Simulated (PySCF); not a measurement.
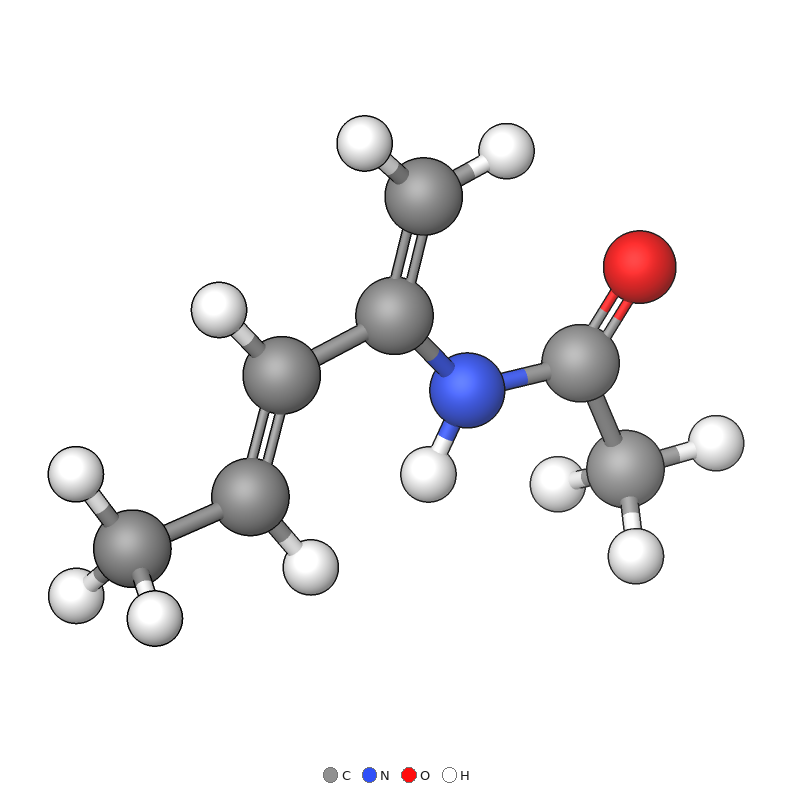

Rendered structure (ball-and-stick style). Multiple sticks mark multiple bonds (one Kekulé form).

The geometry was computed by an optimisation with GFN2-xTB. No frequency run is at hand to confirm it as a minimum.

Identify the structure.

It has 20 atoms: 7 carbon, 11 hydrogen, 1 nitrogen and 1 oxygen (C7H11NO). As SMILES it reads `C=C(/C=C/C)NC(C)=O`. It has no ring. Among its groups: amide, alkene. Coordination: 5 C trigonal planar; 2 C tetrahedral; 1 N trigonal planar.

More results for the same structure follow; atom numbers are the same in all pictures, views and colours differ.

Shape

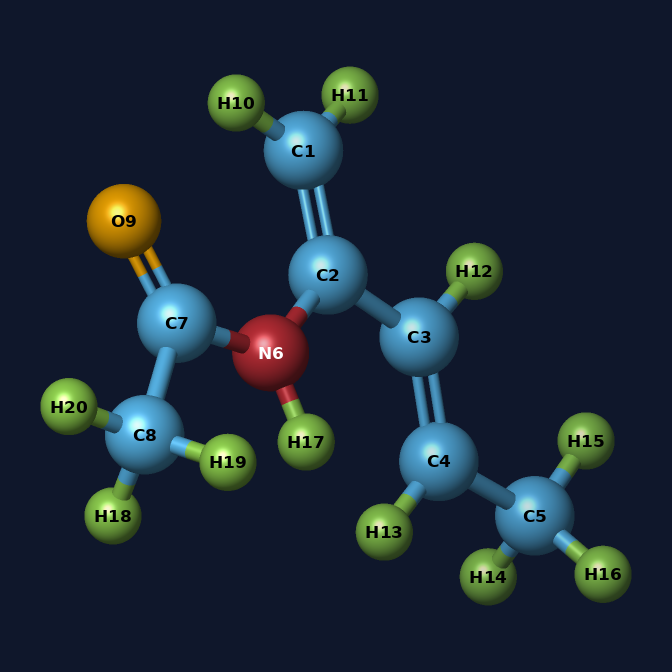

Numbered structure. No frequency run is at hand to confirm it as a minimum.

Give these bond angles: C1–C2–C3, C1–C2–N6, C2–C1–H11, C2–C3–C4, C2–C3–H12, C3–C2–N6, C3–C4–H13, C4–C3–H12, C4–C5–H15, C5–C4–H13, C7–N6–H17, C7–C8–H20.

```json
{"angle": "C1–C2–C3", "degrees": "120.7"}
{"angle": "C1–C2–N6", "degrees": "123.2"}
{"angle": "C2–C1–H11", "degrees": "120.2"}
{"angle": "C2–C3–C4", "degrees": "127.9"}
{"angle": "C2–C3–H12", "degrees": "113.6"}
{"angle": "C3–C2–N6", "degrees": "116.1"}
{"angle": "C3–C4–H13", "degrees": "121.9"}
{"angle": "C4–C3–H12", "degrees": "118.4"}
{"angle": "C4–C5–H15", "degrees": "111.1"}
{"angle": "C5–C4–H13", "degrees": "114.3"}
{"angle": "C7–N6–H17", "degrees": "116.5"}
{"angle": "C7–C8–H20", "degrees": "109.1"}
```

Bond orders

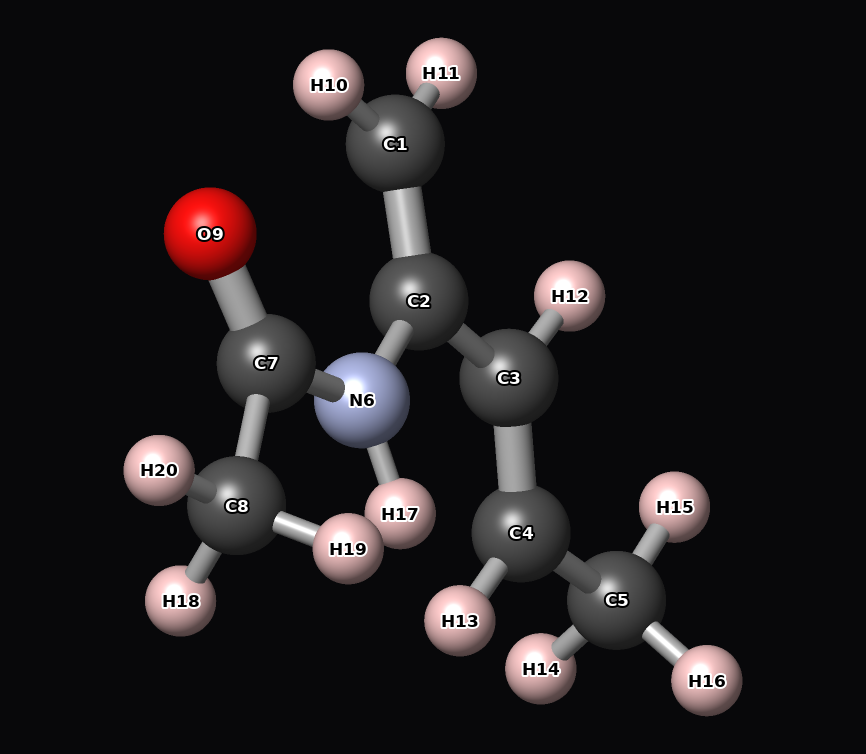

The thickness of each stick grows with its Mayer bond order. No frequency run is at hand to confirm it as a minimum. Level of theory: PBE0/pcSseg-1 (PySCF 2.14.0).

Which bond between heavy atoms has the highest Mayer bond order?

C7–O9, 1.94, at a length of 1.209 Å.

List the Mayer bond orders of C1–C2, C2–C3, C2–N6, C3–C4, C4–C5, N6–C7, C7–C8, C7–O9 (bonds between heavy atoms, one of each equivalent set).

```tsv
bond	Mayer order	length (Å)
C1–C2	1.85	1.337
C2–C3	1.08	1.460
C2–N6	1.02	1.403
C3–C4	1.81	1.331
C4–C5	1.08	1.491
N6–C7	1.11	1.363
C7–C8	1.00	1.518
C7–O9	1.94	1.209
```

Electronic properties

No frequency run is at hand to confirm it as a minimum. Properties computed with PBE0/pcSseg-1, gas phase (PySCF 2.14.0).

Computed properties:

- dipole moment: 4.26 D
- HOMO energy (Kohn–Sham orbital): −6.34 eV
- LUMO energy (Kohn–Sham orbital): −0.74 eV
- HOMO–LUMO gap: 5.60 eV

NMR shielding

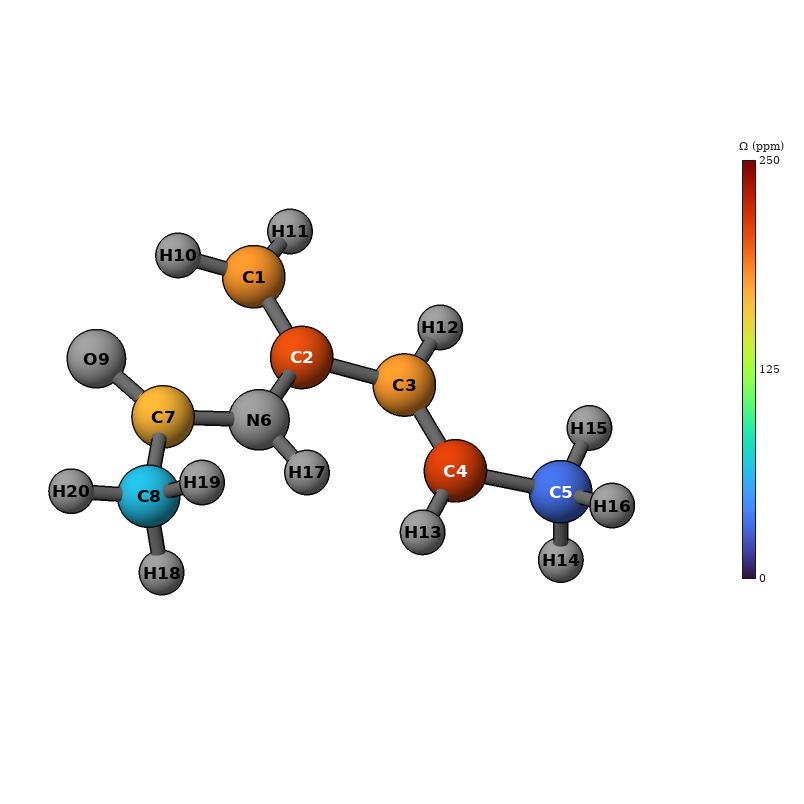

The C atoms are coloured by the span of their shielding tensor. No frequency run is at hand to confirm it as a minimum. Level of theory: GIAO PBE0/pcSseg-1 NMR shielding, non-relativistic, gas phase (PySCF 2.14.0). Principal shieldings σ11 ≤ σ22 ≤ σ33, span Ω = σ33 − σ11, skew κ = 3(σiso − σ22)/Ω.

Give the shielding tensors of the C atoms.

```
atom    σ11    σ22    σ33   σiso      Ω      κ
  C1  −15.4   84.1  164.1   77.6  179.5  −0.11
  C2  −66.0   61.5  137.3   44.3  203.4  −0.25
  C3  −53.4   75.9  124.6   49.1  178.0  −0.45
  C4  −42.2   59.0  167.3   61.4  209.6   0.03
  C5  151.6  155.9  186.2  164.6   34.6   0.75
  C7  −77.9   41.9   90.3   18.1  168.2  −0.42
  C8  130.2  156.7  194.7  160.5   64.5   0.18
```

Shieldings and span in ppm.

Quadrupole coupling

No frequency run is at hand to confirm it as a minimum. Electric field gradients from the ground-state density, PBE0/pcSseg-1 (PySCF 2.14.0), non-relativistic apart from any core potentials.

Give the largest field-gradient component, the quadrupole coupling constant and the asymmetry for 14N at N6 (Q = 20.44 mb), 17O at O9 (Q = −25.6 mb).

```json
{"atom": "N6", "V_zz (a.u.)": "−0.885", "e²qQ/h (MHz)": "−4.25", "η": "0.08"}
{"atom": "O9", "V_zz (a.u.)": "−1.733", "e²qQ/h (MHz)": "10.43", "η": "0.10"}
```
